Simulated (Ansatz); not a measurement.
System: AlH2N···H2.

Input

```
crystal:
  periodic: [false, false, false]
  atoms:
    - {symbol: Al, position_ang: [-0.782974, -0.052185, 0.037690]}
    - {symbol: H, position_ang: [0.808864, 1.415008, -0.742910]}
    - {symbol: N, position_ang: [0.338640, -1.142493, 0.585907]}
    - {symbol: H, position_ang: [1.142959, 0.805110, -0.431886]}
    - {symbol: H, position_ang: [-1.808896, 1.009899, -0.497404]}
    - {symbol: H, position_ang: [0.301507, -2.035339, 1.048603]}
basis:
  gaussian: {orbitals: def2-TZVPP}
hamiltonian: {xc: pbe0, dispersion: d4}
output: {orbitals: {seedname: orbitals}}
```

Command:

```sh
ansatz run in.yaml --threads 2 --pin off --events-out ev --progress --plain --max-ram 4352MiB
```

The product side of a reaction path; geometry: PBE0-D4/def2-TZVP.

Computed with RKS PBE0-D4/def2-TZVPP (Ansatz 0.2.0).

> What can the converged electron density and electron localisation function tell about the bonding?

Al1···H4 (2.16 Å): the density falls to about 0.13 e/Å³ on the way; the ELF climbs to about 1 towards the hydrogen.
Al–N (1.66 Å): ρ is about 1 e/Å³ halfway; the ELF peaks at about 0.85 in the valence shell of N, 0.6 Å from its nucleus, and is about 0.50 at the midpoint.
H–H (0.76 Å): the density is about 1.7 e/Å³ at the midpoint; the ELF is about 1 at the midpoint.
N–H (1.01 Å): ρ is about 2.9 e/Å³ halfway; the ELF climbs to about 1 towards the hydrogen; a covalent bond by its length.

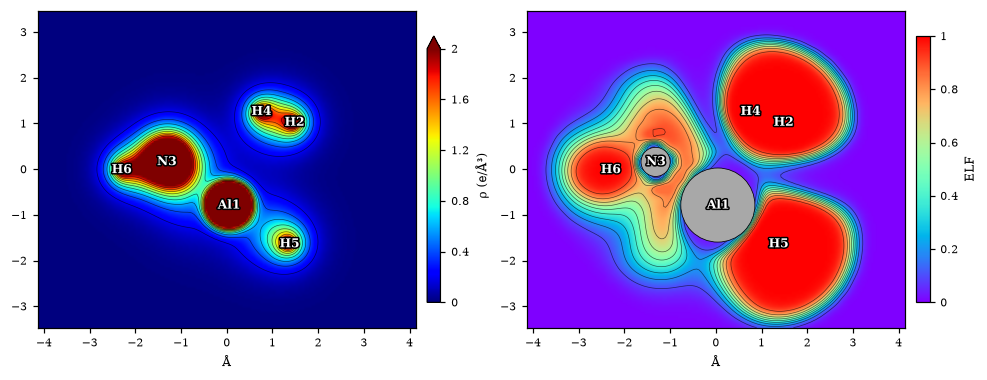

Computed electron density and electron localisation function on the molecular plane, in this order. Grey discs cover the atomic cores in the ELF map. 
